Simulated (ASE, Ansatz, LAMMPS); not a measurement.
# Localised basis functions on twisted graphene double bilayer, 50.57° (296 atoms)

Aim: test how closely localised support functions follow the reference on twisted graphene double bilayer, 50.57° (296 atoms), and at what cost.

Program: Ansatz 0.2.0. Level of theory: Kohn-Sham DFT, PBE+D3(BJ), PAW (set soft_2), plane waves. Results are calculated unless marked as measured.

### Step 1. The starting structure

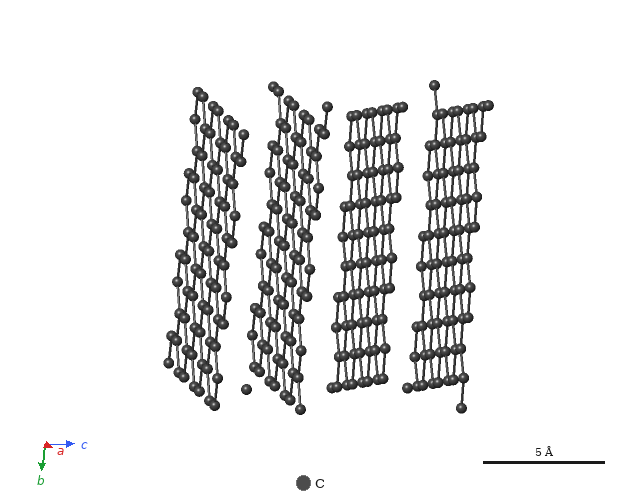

Start, viewed from the side, with the c axis across the page; carbon dark grey. Bonds to atoms that aren't drawn are left out. Some periodic images of atoms are drawn too.

The cell holds 296 atoms: 296 C. Its edges and angles: a = 14.964 Å, b = 14.964 Å, c = 24.180 Å, α = 90.0°, β = 90.0°, γ = 120.0°. It derives from C (graphene). Graphene (a = 2.46 Å) under graphene (a = 2.46 Å), double bilayer, commensurate cell of 37 unit cells a layer, twist 50.57 deg; facing planes 3.33, 3.52, 3.33 Å apart as built; 14 Å of vacuum; minimised with a classical potential. Regions: layer 1, 74 atoms (74 C); layer 2, 74 atoms (74 C); layer 3, 74 atoms (74 C); layer 4, 74 atoms (74 C). Vacuum lies along c.

Before any run, some limits are plain. One k-point is far too coarse for the carbon or group-IV sheet, and it can put spurious forces of up to about 1 eV/Å on the sheet's atoms. Beside vacuum, support functions can miss their usual error bounds without a warning. Only the Γ point is sampled, in a cell whose shortest periodic width is 13 Å.

### Step 2. Making the structure

A minimisation with a classical potential prepares the built cell.

This step: classical potential: AIREBO (Stuart, Tutein and Harrison, J. Chem. Phys. 112, 6472 (2000)) (LAMMPS stable Jul 2025 - Update 4).

Input file in.lammps:

```
units metal
atom_style atomic
boundary p p p
atom_modify map array
read_data structure.data
pair_style airebo 3.0 1 1
pair_coeff * * CH.airebo C
thermo_style custom step temp pe press lx ly lz fmax
thermo 200
min_style cg
minimize 0 1e-4 3000 30000
write_data relaxed.data nocoeff
```

The run is started by

```bash
$ lmp -in in.lammps -log log.lammps -screen none -nocite
```

Numbers of over 12 decimals in the logs are rounded to 6 here.

Log:

```text
LAMMPS (22 Jul 2025 - Update 4)
  296 atoms
   Step          Temp          PotEng         Press            Lx             Ly             Lz            Fmax     
         0   0             -2203.2305     -75327.884      14.9636        12.958858      24.18          0.038233349  
       118   0             -2203.3889     -75275.112      14.9636        12.958858      24.18          8.3496466e-06
Loop time of 1.64426 on 1 procs for 118 steps with 296 atoms
Minimization stats:
  Stopping criterion = force tolerance
  Energy initial, next-to-last, final = 
     -2203.23045333758  -2203.38885558339  -2203.38885558354
  Force two-norm initial, final = 0.38693219 6.3127563e-05
  Force max component initial, final = 0.038233349 8.3496466e-06
  Iterations, force evaluations = 118 236
```

Wall time 2.2 s (1 thread of Intel Xeon at 2.80GHz (Skylake/Cascade Lake), shared host).

### Step 3. Plane-wave single point

The first run fixes the reference, at a cutoff of 420 eV.

Input file input.yaml:

```yaml
crystal:
  lattice:
    - [14.9636, 0.0, 0.0]
    - [-7.4818, 12.95886, 0.0]
    - [0.0, 0.0, 24.18]
  atoms:
    - { symbol: C, position: [0.11712, 0.82883, 0.29089] }
    - { symbol: C, position: [0.12613, 0.73874, 0.29085] }
    - { symbol: C, position: [0.1982, 0.01802, 0.29089] }
    - { symbol: C, position: [0.20721, 0.92793, 0.29085] }
    - { symbol: C, position: [0.14414, 0.55856, 0.29089] }
    - { symbol: C, position: [0.15315, 0.46847, 0.29086] }
    - { symbol: C, position: [0.22523, 0.74775, 0.2909] }
    - { symbol: C, position: [0.23423, 0.65766, 0.29086] }
    - { symbol: C, position: [0.30631, 0.93694, 0.29088] }
    - { symbol: C, position: [0.31532, 0.84685, 0.29086] }
    - { symbol: C, position: [0.09009, 0.0991, 0.2909] }
    - { symbol: C, position: [0.0991, 0.00901, 0.29086] }
    - { symbol: C, position: [0.17117, 0.28829, 0.29089] }
    - { symbol: C, position: [0.18018, 0.1982, 0.29086] }
    - { symbol: C, position: [0.25225, 0.47748, 0.2909] }
    - { symbol: C, position: [0.26126, 0.38739, 0.29085] }
    - { symbol: C, position: [0.33333, 0.66667, 0.2909] }
    - { symbol: C, position: [0.34234, 0.57658, 0.29086] }
    - { symbol: C, position: [0.41441, 0.85586, 0.29089] }
    - { symbol: C, position: [0.42342, 0.76577, 0.29086] }
    - { symbol: C, position: [0.4955, 0.04504, 0.29086] }
    - { symbol: C, position: [0.5045, 0.95495, 0.29084] }
    - { symbol: C, position: [0.27928, 0.20721, 0.29088] }
    - { symbol: C, position: [0.28829, 0.11712, 0.29084] }
    - { symbol: C, position: [0.36036, 0.3964, 0.29088] }
    - { symbol: C, position: [0.36937, 0.30631, 0.29083] }
    - { symbol: C, position: [0.44144, 0.58559, 0.29089] }
    - { symbol: C, position: [0.45045, 0.4955, 0.29084] }
    - { symbol: C, position: [0.52252, 0.77477, 0.2909] }
    - { symbol: C, position: [0.53153, 0.68468, 0.29086] }
    - { symbol: C, position: [0.6036, 0.96396, 0.29088] }
    - { symbol: C, position: [0.61261, 0.87387, 0.29085] }
    [... 258 atom lines left out ...]
    - { symbol: C, position: [0.96396, 0.6036, 0.70917] }
    - { symbol: C, position: [0.97297, 0.7027, 0.70912] }
    - { symbol: C, position: [0.85586, 0.41441, 0.7092] }
    - { symbol: C, position: [0.86486, 0.51351, 0.70916] }
    - { symbol: C, position: [0.88288, 0.71171, 0.70916] }
    - { symbol: C, position: [0.89189, 0.81081, 0.70911] }
kpoints:
  mp_grid: { grid: [1, 1, 1] }
hamiltonian:
  xc: pbe
  dispersion: d3bj
scf:
  occupations: { method: fermi_dirac, width: 0.05 }
output:
  forces: true
  populations: true
  dos:
    method: { smearing: { sigma: 0.1 } }
    de: 0.1
    projected:
      site_lists:
        C: [C]
        layer_1: [0, 1, 2, 3, 4, 5, 6, 7, 8, 9, 10, 11, 12, 13, 14, 15, 16, 17, 18, 19, 20, 21, 22, 23, 24, 25, 26, 27, 28, 29, 30, 31, 32, 33, 34, 35, 36, 37, 38, 39, 40, 41, 42, 43, 44, 45, 46, 47, 48, 49, 50, 51, 52, 53, 54, 55, 56, 57, 58, 59, 60, 61, 62, 63, 64, 65, 66, 67, 68, 69, 70, 71, 72, 73]
        layer_2: [74, 75, 76, 77, 78, 79, 80, 81, 82, 83, 84, 85, 86, 87, 88, 89, 90, 91, 92, 93, 94, 95, 96, 97, 98, 99, 100, 101, 102, 103, 104, 105, 106, 107, 108, 109, 110, 111, 112, 113, 114, 115, 116, 117, 118, 119, 120, 121, 122, 123, 124, 125, 126, 127, 128, 129, 130, 131, 132, 133, 134, 135, 136, 137, 138, 139, 140, 141, 142, 143, 144, 145, 146, 147]
        layer_3: [148, 149, 150, 151, 152, 153, 154, 155, 156, 157, 158, 159, 160, 161, 162, 163, 164, 165, 166, 167, 168, 169, 170, 171, 172, 173, 174, 175, 176, 177, 178, 179, 180, 181, 182, 183, 184, 185, 186, 187, 188, 189, 190, 191, 192, 193, 194, 195, 196, 197, 198, 199, 200, 201, 202, 203, 204, 205, 206, 207, 208, 209, 210, 211, 212, 213, 214, 215, 216, 217, 218, 219, 220, 221]
        layer_4: [222, 223, 224, 225, 226, 227, 228, 229, 230, 231, 232, 233, 234, 235, 236, 237, 238, 239, 240, 241, 242, 243, 244, 245, 246, 247, 248, 249, 250, 251, 252, 253, 254, 255, 256, 257, 258, 259, 260, 261, 262, 263, 264, 265, 266, 267, 268, 269, 270, 271, 272, 273, 274, 275, 276, 277, 278, 279, 280, 281, 282, 283, 284, 285, 286, 287, 288, 289, 290, 291, 292, 293, 294, 295]
  eigenvalues: true
  write_density: true
  write_potential: true
  volumetric_format: npy
```

The run is started by

```bash
$ ansatz run input.yaml --threads 8 --pin off --max-ram 15872MiB --backend cpu --events-out ev --progress --plain --runs-dir out
```

Log:

```text
Warning: the atoms were moved onto the symmetric positions of the space group found under crystal.symmetry.tolerance 1.0e-5 (fractional; no operation is sought that the atoms, as they stand in a round, miss by more than twice it, and no atom is moved by as much as it), and the run uses the moved positions. [...]
Engine: ansatz 0.2.0, x86_64-unknown-linux-gnu
Pseudopotentials: kind: paw
Pseudopotential: C, paw, valence charge 4, recommended cutoff 420 eV (normal), C.paw.azcp
[... 5 lines on functional and potentials left out ...]
Crystal: 296 atoms, lattice volume = 4688.773 Å³
Basis set: ecut = 420 eV, 91563 PW (Γ), exchange–correlation on 216×216×324 points (8 copies of the dense FFT grid, shifted against one another)
Bands: 888, of which v1, the nominal top of the filled ones, is band 592 counted from 1 (591 counted from 0)
Symmetry: 6 space group operations
Space group: P321 (ITA 150), of the structure as read, at distance tolerance 1.7e-4 Å
k-points: 1
[... 3 lines on functional and potentials left out ...]
Initial density: superposition of atomic densities (neutral atoms: chi_scale 0, normalization atom), corrected by the library's trained network
Initial wavefunctions: pseudopotential atomic-orbital guess
Functional: x = pbe(κ = 0.804, μ = 0.219515), c = pbe(β = 0.066725)
SCF iter   1: F=—  HF=-74320.390917 eV  |F-HF|=—  |Δ(HF+E_count)|=         —  Δρ=2.30e-3  dr2=2.60e-1  ethr=1.77e-3  ⟨swp⟩=12.0  Hψ=6140  notcnv=0  defer=155
preconditioner: auto → Resta (q_TF=auto, 2.169 Å⁻¹)  ε∞=2.5  [insulator: Δε(μ)=2.440 eV  Ē_g=15.122 eV  σ=0.050 eV  W_gap=1.00  n_scr=784 (ndim 8)  ℏωp=18.7 eV  f_vac=0.442  D(μ)=0.00/eV (n_scr^D=0)  ε∞_Penn≈2.5  vacuum switching on, ρ_ref=1.7e-2 e/Å³]
SCF iter   2: F=—  HF=-74320.411725 eV  |F-HF|=—  |Δ(HF+E_count)|=   2.08e-2  Δρ=1.22e-3  dr2=6.78e-2  ethr=2.20e-5  ⟨swp⟩=2.0  Hψ=1346  notcnv=0  defer=197
SCF iter   3: F=—  HF=-74320.418437 eV  |F-HF|=—  |Δ(HF+E_count)|=   6.71e-3  Δρ=2.63e-4  dr2=3.41e-3  ethr=5.73e-6  ⟨swp⟩=2.0  Hψ=1208  notcnv=0  defer=197
SCF iter   4: F=—  HF=-74320.418228 eV  |F-HF|=—  |Δ(HF+E_count)|=   2.08e-4  Δρ=1.05e-4  dr2=9.77e-4  ethr=2.88e-7  ⟨swp⟩=2.0  Hψ=1168  notcnv=0  defer=197
SCF iter   5: F=—  HF=-74320.418228 eV  |F-HF|=—  |Δ(HF+E_count)|=   3.92e-7  Δρ=4.43e-5  dr2=4.64e-4  ethr=8.25e-8  ⟨swp⟩=2.0  Hψ=988  notcnv=0  defer=197
SCF iter   6: F=—  HF=-74320.418334 eV  |F-HF|=—  |Δ(HF+E_count)|=   1.06e-4  Δρ=3.07e-5  dr2=7.55e-5  ethr=3.92e-8  ⟨swp⟩=2.0  Hψ=763  notcnv=0  defer=197
SCF iter   7: F=—  HF=-74320.422467 eV  |F-HF|=—  |Δ(HF+E_count)|=   4.13e-3  Δρ=8.44e-6  dr2=8.21e-6  ethr=6.38e-9  ⟨swp⟩=2.0  Hψ=1051  notcnv=0  defer=197
SCF iter   8: F=—  HF=-74320.422467 eV  |F-HF|=—  |Δ(HF+E_count)|=   7.29e-7  Δρ=2.34e-6  dr2=3.17e-7  ethr=6.93e-10  ⟨swp⟩=2.0  Hψ=1060  notcnv=0  defer=197
SCF iter   9: F=-74320.422467 eV  HF=-74320.422467 eV  |F-HF|=2.40e-8  |Δ(HF+E_count)|=   3.50e-7  Δρ=6.53e-7  dr2=4.07e-8  ethr=8.45e-12  ⟨swp⟩=33.0  Hψ=10270  notcnv=0
SCF 1 converged in 9 iterations: F = -74320.422467 eV  dr2 = 4.07e-8
  greatest PAW one-centre occupation: 0.674 electrons in one spin orbital (limit 2), on the C atom at site 199 (counted from 0), in its partial waves of l = 0
WARN: The output density's exchange-correlation potential varies sharply where the density is thin. Do not read a vacuum level from v_tot or v_xc, or from such a field of the output density. On a cell that repeats whose density bears no net charge and no dipole along the vacuum's axis use v_es (v_loc + v_h of the components); [...]
SCF converged after 9 iterations
Free energy (F): -74320.422467 eV
Harris-Foulkes:  -74320.422467 eV  (|F-HF|=2.40e-8)
Internal energy: -74320.422467 eV  (E = F + TS)
E sigma→0 (E₀):  -74320.422467 eV
Fermi energy:    2.080873 eV
--- Per-component energies (eV) ---
  E_band       = -8479.850070
  E_kinetic    = 26960.464346
  E_local      = -596270.239665  (includes V_loc(G=0)·N_el)
  E_nonlocal   = 8094.160004
  E_hartree    = 286184.188495
  E_xc         = -14224.344136
  E_vxc        = -17612.565910  (∫ρ·V_xc dr)
  E_paw        = -29410.889248  (= ΣΔE_a)
  E_vpaw       = -2020.038857  (= ΣTr[D̂ρ^β])
  E_aug_tail   = 0.002241  (compensation charges beyond the density's cutoff)
  E_ewald      = 244386.851294
  E_disp       = -40.615798  (pairwise vdW)
  E_smearing   = -0.000000  (= −TS)
  E_closure    = -0.000000  (closes the sum)
  Σ components = -74320.422467   (vs F -74320.422467, Δ=0.00e0)
--- Forces (eV/Å), atoms counted from 1 ---
  atom   1  C      0.00035696     0.00004014    -0.03025265
  atom   2  C     -0.00017257     0.00015122     0.00589232
  atom   3  C      0.00085839    -0.00078639    -0.03144199
  atom   4  C      0.00016687     0.00066656     0.00446938
  atom   5  C      0.00017882     0.00119553    -0.03009871
  atom   6  C      0.00072609    -0.00105004     0.00217998
  atom   7  C     -0.00065656    -0.00041370    -0.03234992
  atom   8  C      0.00045594     0.00038321     0.00495006
  atom   9  C     -0.00004804    -0.00018593    -0.02928581
  atom  10  C     -0.00127241    -0.00010379     0.00217998
  atom  11  C      0.00018274    -0.00044872    -0.03112406
  atom  12  C     -0.00069809     0.00000200     0.00542846
  atom  13  C     -0.00021324     0.00028907    -0.03025265
  atom  14  C      0.00026088     0.00038239     0.00276828
[...]
atom 295  C      0.00081110    -0.00175991    -0.00385235
  atom 296  C      0.00094595     0.00075263     0.03009871
  max |Σ_I F_I| component: 2.98e-16 eV/Å
--- Band table (eV) ---
  k-point 0: bands = ["-17.6856", "-17.6038", "-17.5144", "-17.4499", [... 872 levels ...], "10.8128", "10.8609", "10.8673", "10.8673", "10.8791", "10.8791", "10.8857", "10.8998", "10.9043", "10.9043", "10.9104", "10.9104"]
--- Löwdin populations: 296 sites ---
  site symbol       q [e]
     0      C      3.9624
     1      C      3.9597
     2      C      3.9624
[...]
295      C      3.9624
  spilling = 0.009215 (of n_electrons = 1184.000000)
```

It took 1.7 min on 8 threads of Intel Xeon Platinum 8259CL at 2.50GHz (Skylake/Cascade Lake), shared host; peak memory 8.8 GiB.

In the SCF lines HF is the Harris–Foulkes energy and dr2 the Hartree energy of the density residual, in eV; the loop may stop once dr2 is under the threshold and the program's other checks hold. Hψ counts applications of the Hamiltonian.

The program notes that positions were snapped to a detected symmetry and the exchange-correlation potential is rough where the density is thin.

The run gave:

* free energy: -74320.4225 eV
* free energy per atom: -251.0825 eV/atom
* SCF cycles: 9
* r.m.s. force component: 0.01397 eV/Å
* longest force: 0.04502 eV/Å
* Fermi energy: 2.081 eV
* potential in mid-vacuum, over the Fermi level: 4.205 eV
* potential 4.5 Å over the upper face: 4.206 eV
* potential 4.5 Å under the lower face: 4.205 eV
* spilling of the projection: 0.009215

The mean of these charges, 0.037 e, is only the charge that the projection spills.

Löwdin charges by element (they lack the spilled electrons, 0.037 e an atom on average):

```
element  coordination  atoms  mean charge (e)  spread  least    most
      C           all    296           0.0369  0.0025  0.032  0.0404
```

By region:

```
 region  atoms  mean length of the force (eV/Å)
layer 1     74                            0.018
layer 2     74                            0.024
layer 3     74                            0.024
layer 4     74                            0.018
```

States in the cell by windows of 1 eV, zero at the Fermi level; the larger projections on atomic orbitals stand beside the total:

```
from (eV)  to (eV)  total    C p  layer 1  layer 4  layer 2  layer 3   C s
      -18      -17   87.8   30.8     21.6     21.6     21.5     21.5  55.5
      -17      -16    8.1    3.0      1.9      1.9      2.1      2.1   5.0
      -16      -15   96.0   43.0     23.7     23.7     23.7     23.7  51.8
      -15      -14   46.3   22.8     11.5     11.5     11.4     11.4  23.1
      -14      -13    1.7    0.8      0.4      0.4      0.4      0.4   0.9
      -13      -12   46.8   31.8     11.5     11.5     11.6     11.6  14.3
      -12      -11   97.3   64.3     24.2     24.2     24.0     24.0  32.1
      -11      -10    0.0    0.0      0.0      0.0      0.0      0.0   0.0
      -10       -9   48.0   43.5     11.9     11.9     11.9     11.9   4.0
       -9       -8   99.1   76.2     24.5     24.5     24.7     24.7  22.1
       -8       -7  119.0  111.6     29.2     29.2     29.5     29.5   5.9
       -7       -6   89.7   87.8     21.0     21.0     23.4     23.4   1.0
       -6       -5  139.3  133.7     36.6     36.6     32.7     32.7   4.9
       -5       -4   86.9   85.7     21.3     21.3     22.0     22.0   0.8
       -4       -3   62.8   62.6     14.7     14.7     16.6     16.6   0.0
       -3       -2   62.9   62.7     14.9     14.9     16.4     16.4   0.0
       -2       -1   36.3   36.1     10.5     10.5      7.5      7.5   0.0
       -1        1    0.0    0.0      0.0      0.0      0.0      0.0   0.0
        1        2   55.1   53.8     12.5     12.5     14.4     14.4   0.0
        2        3   88.8   84.9     22.2     22.2     20.2     20.2   0.0
        3        4    4.1    0.1      0.0      0.0      0.0      0.0   0.0
        4        5   26.6    1.5      0.5      0.5      0.2      0.2   0.0
```

Between -20 and -18 eV lie 56 more states.

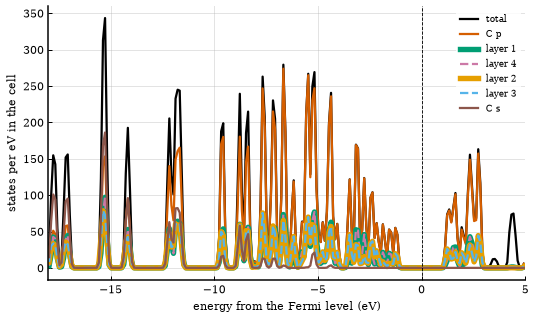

Total and projected density of states, with the broadening of the input.

The levels nearest the highest filled one (over half full), pooled over k-points and spins:

```
level less the highest filled one (eV)  occupation
                               -0.0082           2
                                -0.008           2
                               -0.0071           2
                               -0.0071           2
                                     0           2
                                     0           2
                                  2.44           0
                                  2.44           0
                                  2.46           0
                                  2.46           0
                                  2.46           0
                                  2.46           0
```

Planar average of the electrostatic potential energy along the normal, with the Fermi level as zero, after a running mean with a triangular window 4 Å wide at its base:

```
height (Å)  potential energy (eV)
       0.0                   4.21
       0.9                   4.21
       1.9                   4.21
       2.8                   4.20
       3.9                   4.17
       4.8                   3.41
       5.8                  -2.52
       6.7                  -8.38
       7.8                  -6.19
       8.7                  -2.68
       9.6                  -5.44
      10.6                  -8.89
      11.5                  -4.20
      12.5                  -3.56
      13.4                  -8.36
      14.5                  -6.34
      15.4                  -2.69
      16.3                  -5.30
      17.3                  -8.89
      18.2                  -3.60
      19.3                   2.95
      20.1                   4.15
      21.2                   4.20
      22.1                   4.21
      23.1                   4.21
      24.0                   4.21
```

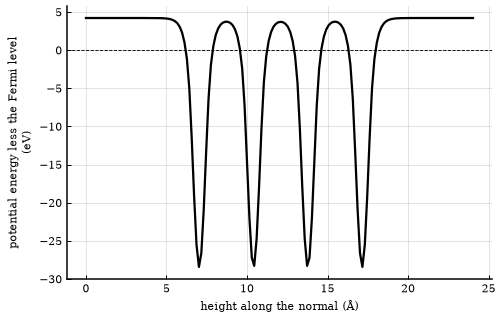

Planar average of the electrostatic potential energy; the dashed line is the Fermi level.

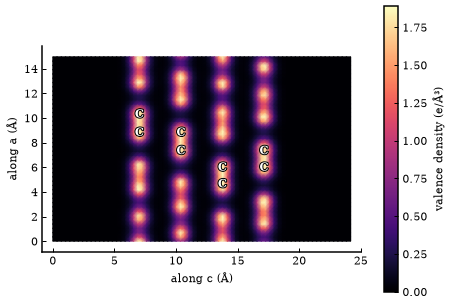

Valence density in the ca plane at fractional y = 0.009, with atoms of C within 0.2 Å of it. It is the smooth field of the valence electrons, not physical close to the nuclei. The map starts off the cell's origin, so that atoms lie inside it.

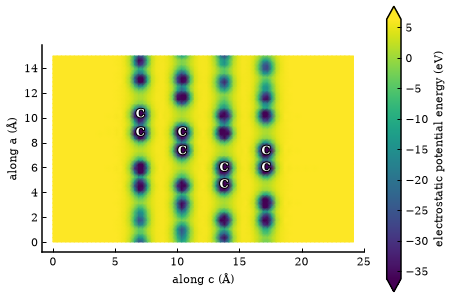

Electrostatic potential energy in the ca plane at fractional y = 0.009, with atoms of C within 0.2 Å of it. With pseudopotentials it is smooth inside the atoms' cores, unlike the true potential. The map starts off the cell's origin, so that atoms lie inside it.

Löwdin charges run from +0.03 to +0.04 e, about a mean that is the spilled charge alone. The potential stands 4.21 eV above the Fermi level over the upper face and 4.21 eV under the lower one, a reading of the work function, with no dipole correction. The Fermi level falls in a spacing of 2.4 eV between levels, so it is uncertain by that much.

(Part 1 of 2 ends here.)

[Logs are printed without paths, hosts, clocks, repeated set-up lines and the standing remarks that a program may print on its own settings, such as how far it seeks lower states.]

[Hosts, paths, dates, database ids (printed as entryN), source tags and the programs' standing remarks are cut or masked in the printed files.]
